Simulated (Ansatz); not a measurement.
**AlCl3: the relaxed shape and its frontier levels**

Aim: characterise AlCl3 as a singlet: its structure, frontier levels and distribution of charge.

Computed with Ansatz 0.2.0, Gaussian basis. Level: RKS PBE0-D4/def2-TZVP.

Plan: relaxation at PBE-D4/def2-TZVP; a search for the lowest solution at PBE0-D4/def2-SVP; a single point at PBE0-D4/def2-TZVP; harmonic vibrations at PBE-D4/def2-TZVP.

**1. Starting geometry**

4 atoms, charge 0, spin multiplicity 1.

Atoms are counted from 1 here; the program's logs count them from 0.

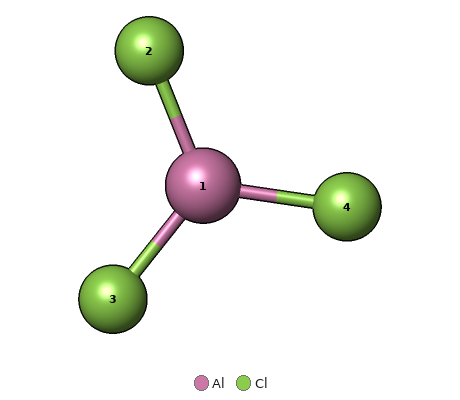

Start geometry, drawn with aluminium pink, chlorine green; atoms are numbered from 1 in the order of the file.

The start is a GFN2-xTB geometry.

**2. Optimising with PBE-D4/def2-TZVP**

The input, in.yaml:

```yaml
crystal:
  periodic: [false, false, false]
  atoms:
    - {symbol: Al, position_ang: [-0.000090, -0.000130, 0.000260]}
    - {symbol: Cl, position_ang: [2.029580, -0.026890, 0.012730]}
    - {symbol: Cl, position_ang: [-0.991250, 1.771260, -0.016960]}
    - {symbol: Cl, position_ang: [-1.038240, -1.744250, 0.003970]}
basis:
  gaussian: {orbitals: def2-TZVP}
hamiltonian: {xc: pbe, dispersion: d4}
scf: {lower_state_search: "off"}
output: {orbitals: {seedname: orbitals}}
relax: {f_tol: 0.02, max_steps: 100}
```

Started as:

```bash
$ ansatz run in.yaml --threads 4 --pin off --events-out ev --progress --plain --max-ram 3916MiB
```

The program printed (excerpt; [...] marks lines left out):

```text
Functional definition: PBE
  name "PBE"
  cite "Perdew, Burke & Ernzerhof, Phys. Rev. Lett. 77, 3865 (1996) doi:10.1103/PhysRevLett.77.3865"
  parent pbe
[...]
1027 factors; their error is unknown
[...]
mean field -44152.89553424 eV, -1622.5889829759 hartree, gradient 1.7e-6 eV, S^2 0.000000; 0 other end points of the search recorded, 0 dependent functions left out
[...]
reference -44152.89557109 eV, -1622.5889843300 hartree; 32, 32 occupied and 116, 116 virtual orbitals, 1027 factors
relax step   1: F+E_penalty+E_count = -44153.03857914 eV  Δ(F+E_penalty+E_count) = +0.000e0 eV  max|allowed force component| = 1.086e0 eV/Å  Δτ_max = 0.0000 Å  (14 SCF iters, accepted)
[...]
relax step   2: F+E_penalty+E_count = -44153.12191482 eV  Δ(F+E_penalty+E_count) = -8.334e-2 eV  max|allowed force component| = 1.073e-1 eV/Å  Δτ_max = 0.0599 Å  (17 SCF iters, accepted)
[...]
relax step   3: F+E_penalty+E_count = -44153.12287059 eV  Δ(F+E_penalty+E_count) = -9.558e-4 eV  max|allowed force component| = 1.587e-2 eV/Å  Δτ_max = 0.0052 Å  (19 SCF iters, accepted)
Total energy: -44153.12290773 eV, -1622.5973387974 hartree
Atom 0 at    -0.000016    -0.000010     0.000006 Å, force     0.000025     0.000181    -0.000025 eV/Å
Atom 1 at     2.084253    -0.027714     0.013160 Å, force    -0.015870     0.000193    -0.000092 eV/Å
Atom 2 at    -1.018042     1.818900    -0.017330 Å, force     0.007776    -0.013900     0.000141 eV/Å
Atom 3 at    -1.066195    -1.791186     0.004164 Å, force     0.008069     0.013526    -0.000023 eV/Å
Dipole moment:    -0.000025    -0.000016     0.000006 e Å
Checks for a lower state left out: stability, starts, cluster_reference, orbital_swaps, neighbouring_geometries, increment
```

Run time: 1.9 s. Hardware: 4 threads of Arm Neoverse V2, shared host.

Relaxation path:

```csv
step,energy from step 1 (eV),largest force component (eV/Å)
1,0.0000,1.0862
2,-0.0833,0.1073
3,-0.0843,0.0159
```

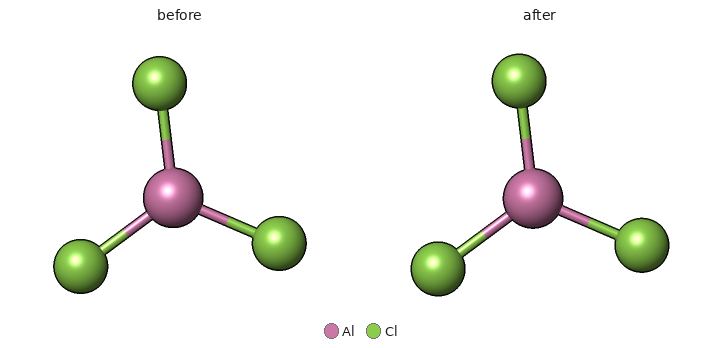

The geometry before (left) and after (right).

Close pairs (by a distance rule), those that changed most:

```csv
bond,before (Å),after (Å),change (Å)
Al1–Cl4,2.030,2.084,+0.055
Al1–Cl2,2.030,2.084,+0.055
Al1–Cl3,2.030,2.084,+0.055
```

Bonds by kind at the end (by distance):

```csv
bond,count,shortest (Å),longest (Å)
Al–Cl,3,2.084,2.084
```

**3. Searching for the lowest solution, PBE0-D4/def2-SVP**

start.molden holds the orbitals of an earlier run on this state, given as this run's starting guess.

The input, in.yaml:

```yaml
crystal:
  periodic: [false, false, false]
  atoms:
    - {symbol: Al, position_ang: [-0.000016, -0.000010, 0.000006]}
    - {symbol: Cl, position_ang: [2.084253, -0.027714, 0.013160]}
    - {symbol: Cl, position_ang: [-1.018042, 1.818900, -0.017330]}
    - {symbol: Cl, position_ang: [-1.066195, -1.791186, 0.004164]}
basis:
  gaussian: {orbitals: def2-SVP, initial_orbitals: start.molden}
hamiltonian: {xc: pbe0, dispersion: d4}
output: {orbitals: {seedname: orbitals}}
```

The command is unchanged.

The program printed:

```text
Functional definition: PBE0
  name "PBE0"
  cite "Adamo & Barone, J. Chem. Phys. 110, 6158 (1999) doi:10.1063/1.478522"
  cite "Perdew, Burke & Ernzerhof, Phys. Rev. Lett. 77, 3865 (1996) doi:10.1103/PhysRevLett.77.3865"
  parent pbe
  parameter a = 0.25
  parameter kappa = 0.804
  parameter beta = 0.06672455060314922
  exchange = (1 - a)*pbe_x(kappa = kappa, mu = beta*pi^2/3) + a*exact_x
  correlation = pbe_c(beta = beta)
632 factors; integrals over basis functions are off by at most 1.1e-3 eV
mean field evaluation 1: about -44141.1837 eV, gradient 9.0e0 eV
mean field evaluation 2: about -44141.3081 eV, gradient 1.1e-1 eV
mean field evaluation 4: about -44141.3943 eV, gradient 6.6e-4 eV
mean field evaluation 8: about -44140.4830 eV, gradient 1.7e1 eV
mean field evaluation 16: about -44141.3943 eV, gradient 8.5e-3 eV
mean field -44141.39434609 eV, -1622.1663221070 hartree, gradient 3.4e-5 eV, S^2 0.000000; 1 other end points of the search recorded, 0 dependent functions left out
reference -44141.39437012 eV, -1622.1663229902 hartree; 32, 32 occupied and 40, 40 virtual orbitals, 632 factors
Total energy: -44141.51497772 eV, -1622.1707552377 hartree
```

Wall time 0.7 s (4 threads of Arm Neoverse V2, shared host).

Report: HOMO -9.25 eV, LUMO -1.21 eV.

**4. Single point, PBE0-D4/def2-TZVP**

in.yaml, as its differences from that of step 3:

```diff
@@ -8,4 +8,5 @@
 basis:
-  gaussian: {orbitals: def2-SVP, initial_orbitals: start.molden}
+  gaussian: {orbitals: def2-TZVP, initial_orbitals: start.molden}
 hamiltonian: {xc: pbe0, dispersion: d4}
+scf: {omitted_lower_state_checks: [starts]}
 output: {orbitals: {seedname: orbitals}}
```

Same command.

The program printed:

```text
Functional definition: PBE0
  name "PBE0"
  cite "Adamo & Barone, J. Chem. Phys. 110, 6158 (1999) doi:10.1063/1.478522"
  cite "Perdew, Burke & Ernzerhof, Phys. Rev. Lett. 77, 3865 (1996) doi:10.1103/PhysRevLett.77.3865"
  parent pbe
  parameter a = 0.25
  parameter kappa = 0.804
  parameter beta = 0.06672455060314922
  exchange = (1 - a)*pbe_x(kappa = kappa, mu = beta*pi^2/3) + a*exact_x
  correlation = pbe_c(beta = beta)
these checks for a lower state are left out or cut short: starts
1083 factors; their error is unknown
mean field evaluation 1: about -44153.9863 eV, gradient 1.7e2 eV
mean field evaluation 2: about -44156.4970 eV, gradient 3.8e0 eV
mean field evaluation 4: about -44156.6707 eV, gradient 1.3e-1 eV
mean field -44156.67067695 eV, -1622.7277169117 hartree, gradient 3.2e-5 eV, S^2 0.000000; 0 other end points of the search recorded, 0 dependent functions left out
reference -44156.67070483 eV, -1622.7277179361 hartree; 32, 32 occupied and 116, 116 virtual orbitals, 1083 factors
Total energy: -44156.79131243 eV, -1622.7321501837 hartree
Checks for a lower state left out: starts
```

Wall time 1.1 s (4 threads of Arm Neoverse V2, shared host).

Report: HOMO -9.39 eV, LUMO -1.39 eV.

Mulliken charges, from this run's orbitals:

```csv
atom,value (e)
Al1,0.61
Cl2,-0.20
Cl3,-0.20
Cl4,-0.20
```

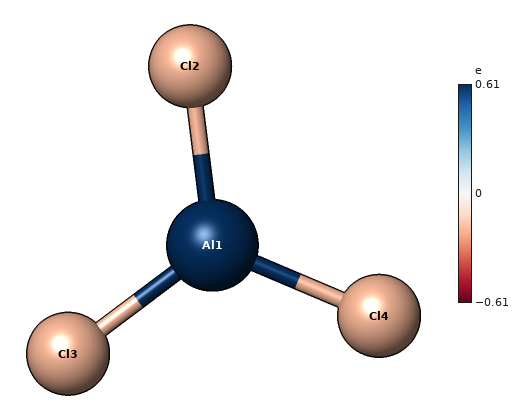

Mulliken charges, from this run's orbitals, as colours on the atoms.

Largest Mayer bond orders: Al1–Cl2 1.25; Al1–Cl3 1.25; Al1–Cl4 1.25.

Orbitals, density, ELF and potential are computed afterwards from the orbital file.

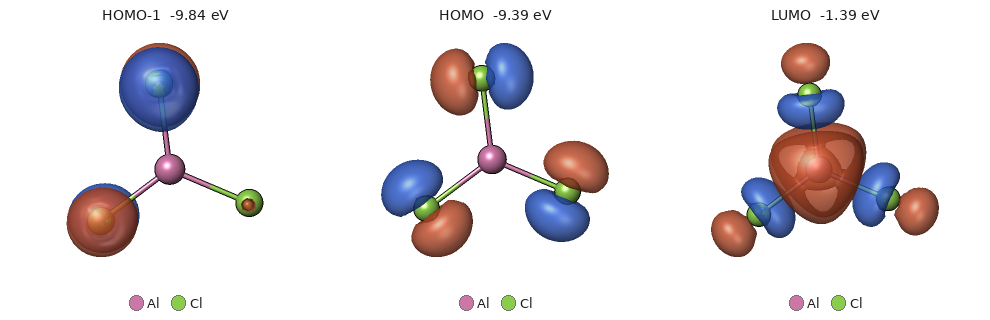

PBE0-D4/def2-TZVP orbitals near the gap, drawn at the value that encloses 70 % of each; the two colours are the two signs.

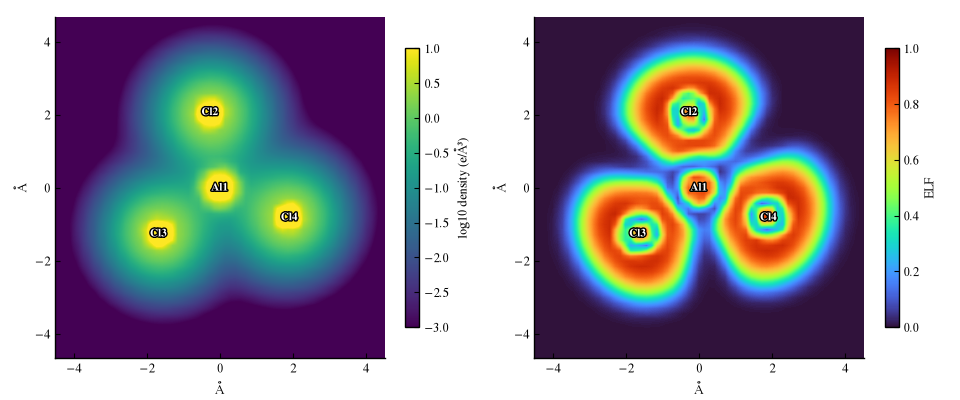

Density (left) and ELF (right) in a plane through or near 4 of the atoms.

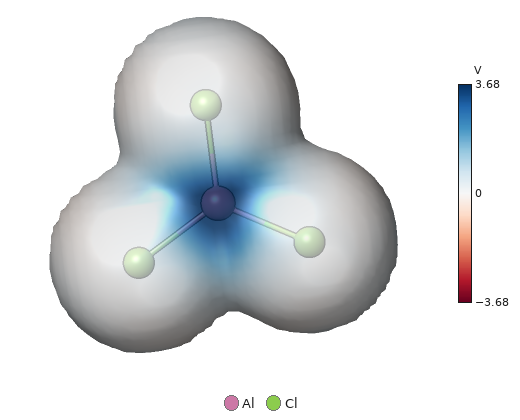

Electrostatic potential on the surface of density 0.002 e/bohr³; red is low, blue high. It runs from -0.19 V near Cl3 to 3.68 V near Al1.

**5. Harmonic vibrations**

in.yaml, as its differences from that of step 4:

```diff
@@ -8,5 +8,5 @@
 basis:
-  gaussian: {orbitals: def2-TZVP, initial_orbitals: start.molden}
-hamiltonian: {xc: pbe0, dispersion: d4}
+  gaussian: {orbitals: def2-TZVP}
+hamiltonian: {xc: pbe, dispersion: d4}
 scf: {omitted_lower_state_checks: [starts]}
-output: {orbitals: {seedname: orbitals}}
+phonons: {temperatures: {t_min: 298.15, t_max: 900, t_step: 200}}
```

Launched as before.

The program printed (excerpt; [...] marks lines left out):

```text
Functional definition: PBE
  name "PBE"
  cite "Perdew, Burke & Ernzerhof, Phys. Rev. Lett. 77, 3865 (1996) doi:10.1103/PhysRevLett.77.3865"
  parent pbe
[...]
1027 factors; their error is unknown
[...]
mean field -44152.98389954 eV, -1622.5922303407 hartree, gradient 4.3e-5 eV, S^2 0.000000; 0 other end points of the search recorded, 0 dependent functions left out
[...]
reference -44152.98393668 eV, -1622.5922317056 hartree; 32, 32 occupied and 116, 116 virtual orbitals, 1027 factors
[...]
1027 factors; their error is unknown
[...]
mean field -44152.98382205 eV, -1622.5922274931 hartree, gradient 1.8e-6 eV, S^2 0.000000; 0 other end points of the search recorded, 0 dependent functions left out
[...]
reference -44152.98385919 eV, -1622.5922288579 hartree; 32, 32 occupied and 116, 116 virtual orbitals, 1027 factors
[...]
1027 factors; their error is unknown
[...]
1027 factors; their error is unknown
mean field -44152.98389843 eV, -1622.5922303001 hartree, gradient 1.6e-6 eV, S^2 0.000000; 0 other end points of the search recorded, 0 dependent functions left out
[...]
reference -44152.98393557 eV, -1622.5922316649 hartree; 32, 32 occupied and 116, 116 virtual orbitals, 1027 factors
Total energy: -44153.12290772 eV, -1622.5973387972 hartree
Atom 0 at    -0.000016    -0.000010     0.000006 Å, force     0.000019     0.000165    -0.000025 eV/Å
Atom 1 at     2.084253    -0.027714     0.013160 Å, force    -0.015868     0.000192    -0.000092 eV/Å
Atom 2 at    -1.018042     1.818900    -0.017330 Å, force     0.007773    -0.013894     0.000140 eV/Å
Atom 3 at    -1.066195    -1.791186     0.004164 Å, force     0.008076     0.013537    -0.000023 eV/Å
Dipole moment:    -0.000024    -0.000015     0.000006 e Å
Vibrations: 139.24 139.31 195.33 370.47 604.57 604.59 cm⁻¹, zero-point energy 0.127302 eV
Checks for a lower state left out: starts
```

Run time: 14 s. Hardware: 4 threads of Arm Neoverse V2, shared host.

Motions are named by where the mode's potential energy lies. The modes, unscaled (a negative number is an imaginary wavenumber):

```csv
mode,cm⁻¹,motion
1,139,bend
2,139,bend
3,195,out-of-plane bend
4,370,Al–Cl stretch
5,605,Al–Cl stretch
6,605,Al–Cl stretch
```

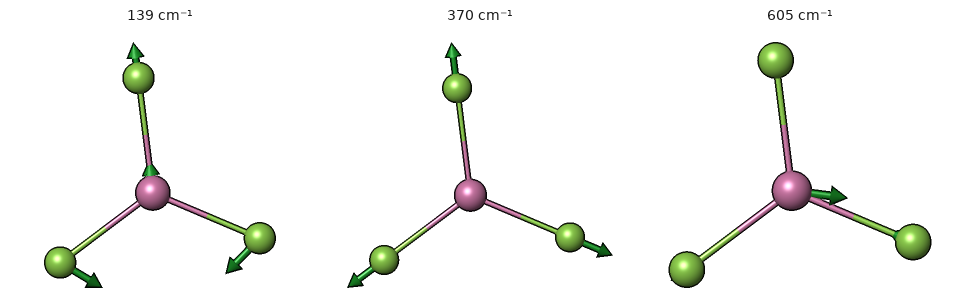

How the atoms move in 3 of the modes.

**6. Summary of results**

```
                       quantity                            value
                    point group                              D3h
                 commonest bond  Al–Cl, 3 of mean length 2.084 Å
HOMO, LUMO at PBE0-D4/def2-TZVP                  -9.39, -1.39 eV
     dipole at PBE-D4/def2-TZVP                           0.00 D
     lowest, highest wavenumber                    139, 605 cm⁻¹
```

In words: The molecule keeps its bonding pattern by the stored test; the atoms moved 0.05 Å (rms). All wavenumbers are real: a minimum at this level. The HOMO lies nearest to Cl2, Cl3, Cl4 about 33 % each and the LUMO to Al1 53 %; Cl2, Cl3, Cl4 about 16 % each.
